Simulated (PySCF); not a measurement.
# Run report: C$_{6}$H$_{11}$Cl, NMR shielding calculation

The run: NMR shielding calculation of C$_{6}$H$_{11}$Cl. Method and program: GIAO PBE/pcSseg-1 NMR shielding, non-relativistic, IEF-PCM methanol (PySCF 2.14.0).

The geometry comes from this level: GFN1-xTB. Figures and captions count atoms from 1; the log counts them from 0 in places.

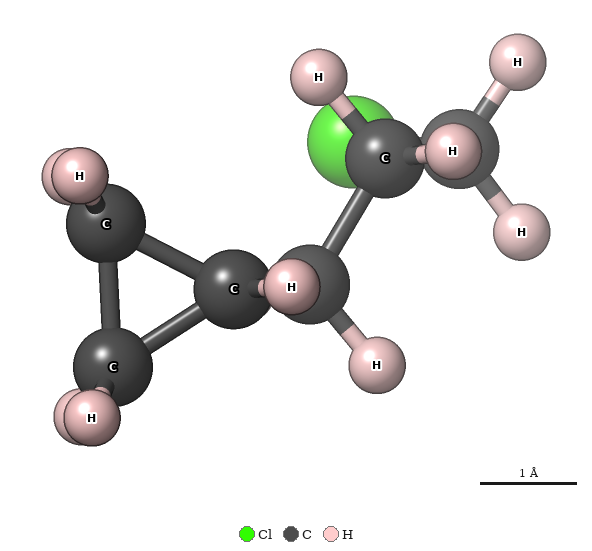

Figure 1. The structure (ball-and-stick view, seen at a tilt). Bond lengths as drawn: C–C 1.50 to 1.53 Å, C–Cl 1.78 Å and C–H 1.08 to 1.10 Å.

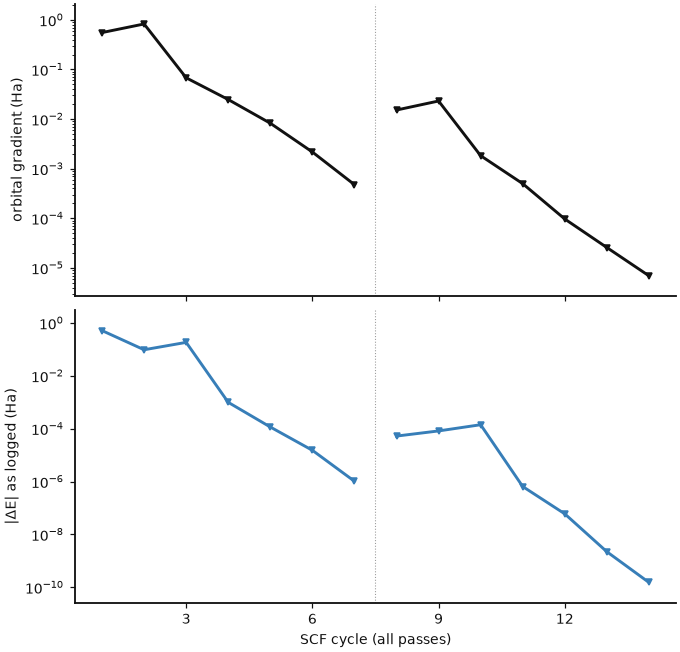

Figure 2. Convergence of the self-consistent field: orbital gradient and size of the energy change against the SCF cycle. The dotted line marks the change from a coarse to the final integration grid. The first 7 cycles use a coarse grid, the final grid takes over at cycle 8, and the field converges after 14 cycles in all.

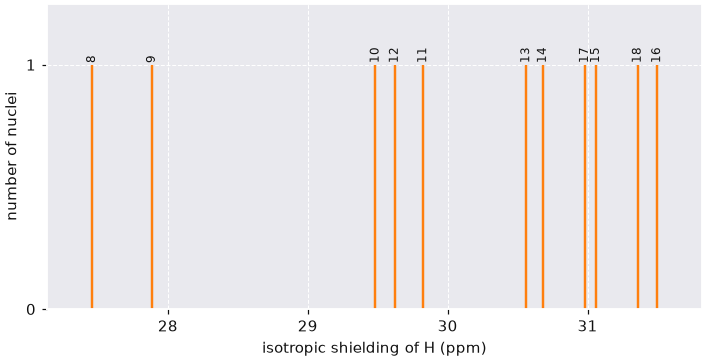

Figure 3. Isotropic shieldings of the hydrogen nuclei in this fixed geometry, labelled by atom number; shielding grows to the right, so chemical shift grows to the left. The least shielded is H8 (27.5 ppm), the most shielded H16 (31.5 ppm).

The input and output of the run follow.

The input:
```
{"job": {"xc": "PBE", "basis": "pcSseg-1", "solvent": "methanol", "grid": 3, "kind": "nmr", "pop": false}, "charge": 0, "multiplicity": 1}
Cl    -3.002348    -1.291035     0.401846
C     -2.627977     0.254236    -0.402891
C     -1.224744     0.727229    -0.054655
C     -0.145737    -0.215746    -0.601408
C      1.238708     0.253478    -0.200539
C      1.769036    -0.084864     1.159733
C      2.349448    -0.740729    -0.055915
H     -3.368357     0.984725    -0.073240
H     -2.733811     0.103678    -1.478883
H     -1.085714     1.728357    -0.476831
H     -1.127696     0.804685     1.032376
H     -0.216877    -0.256280    -1.694017
H     -0.323089    -1.225030    -0.217207
H      1.508135     1.230365    -0.597041
H      2.363983     0.658333     1.677086
H      1.152426    -0.691133     1.813178
H      3.342249    -0.446242    -0.374947
H      2.123607    -1.787708    -0.221512
```

The first line tells a small driver script what to run in PySCF; the rest is the geometry in Å.

Run as:
```bash
OMP_NUM_THREADS=1 python <driver script> task.json out
```

Log:
```
coarse grid: 14960 points
cycle   1  E = -694.7295897061  dE =  5.127e-01  |g| = 5.538e-01  |ddm| = 3.700e+00
cycle   2  E = -694.6330462959  dE =  9.654e-02  |g| = 8.254e-01  |ddm| = 1.348e+00
cycle   3  E = -694.8167719496  dE = -1.837e-01  |g| = 6.786e-02  |ddm| = 8.606e-01
cycle   4  E = -694.8177604319  dE = -9.885e-04  |g| = 2.476e-02  |ddm| = 9.986e-02
cycle   5  E = -694.8178756869  dE = -1.153e-04  |g| = 8.245e-03  |ddm| = 2.720e-02
cycle   6  E = -694.8178908345  dE = -1.515e-05  |g| = 2.169e-03  |ddm| = 7.675e-03
cycle   7  E = -694.8178918575  dE = -1.023e-06  |g| = 4.768e-04  |ddm| = 2.338e-03
final grid: 211480 points
cycle   8  E = -694.8753407338  dE = -5.234e-05  |g| = 1.521e-02  |ddm| = 4.264e-02
cycle   9  E = -694.8752587994  dE =  8.193e-05  |g| = 2.313e-02  |ddm| = 3.342e-02
cycle  10  E = -694.8753995100  dE = -1.407e-04  |g| = 1.829e-03  |ddm| = 2.134e-02
cycle  11  E = -694.8754001559  dE = -6.459e-07  |g| = 4.991e-04  |ddm| = 2.237e-03
cycle  12  E = -694.8754002156  dE = -5.973e-08  |g| = 9.688e-05  |ddm| = 4.669e-04
cycle  13  E = -694.8754002178  dE = -2.204e-09  |g| = 2.579e-05  |ddm| = 1.167e-04
cycle  14  E = -694.8754002180  dE = -1.521e-10  |g| = 6.946e-06  |ddm| = 2.906e-05
converged SCF energy = -694.8754002180

GIAO shielding tensors (ppm)
atom      isotropic    diamagn.    paramagn.     s11        s22        s33       span
  0 Cl     863.507    1146.614    -283.108    682.329    831.895   1076.296    393.967
  1 C      127.523     246.356    -118.833     94.482    130.014    158.074     63.593
  2 C      142.646     247.707    -105.061    130.926    137.910    159.100     28.174
  3 C      143.308     247.651    -104.343    125.936    136.723    167.265     41.329
  4 C      166.792     247.031     -80.239    135.434    153.214    211.728     76.295
  5 C      175.894     251.742     -75.848    143.860    171.546    212.276     68.415
  6 C      175.405     254.511     -79.107    146.478    169.928    209.807     63.330
  7 H       27.457      27.345       0.112     20.991     27.235     34.144     13.153
  8 H       27.885      28.427      -0.543     22.382     27.310     33.962     11.580
  9 H       29.484      31.165      -1.681     24.572     29.354     34.526      9.954
 10 H       29.824      31.788      -1.964     25.509     31.254     32.708      7.199
 11 H       29.621      31.622      -2.001     24.368     30.087     34.409     10.041
 12 H       30.560      32.143      -1.583     24.621     30.800     36.260     11.639
 13 H       30.680      31.765      -1.086     23.876     28.749     39.413     15.537
 14 H       31.059      30.201       0.859     25.511     26.513     41.154     15.643
 15 H       31.496      31.643      -0.147     26.308     29.191     38.990     12.682
 16 H       30.980      29.726       1.255     25.094     26.616     41.231     16.137
 17 H       31.358      31.500      -0.142     25.402     29.412     39.260     13.859
```

Summary:

| quantity | value |
| --- | --- |
| outcome | converged |
| total energy | −694.875400 hartree |
| HOMO | −6.56 eV |
| LUMO | 0.05 eV |
| dipole moment | 2.66 D |
| isotropic shielding, Cl | 863.5 ppm |
| isotropic shielding, C | 127.5 to 175.9 ppm |
| isotropic shielding, H | 27.5 to 31.5 ppm |
| hardware | 1 CPU thread, shared host |
| wall time | 30 s |
| peak memory | 0.94 GiB |
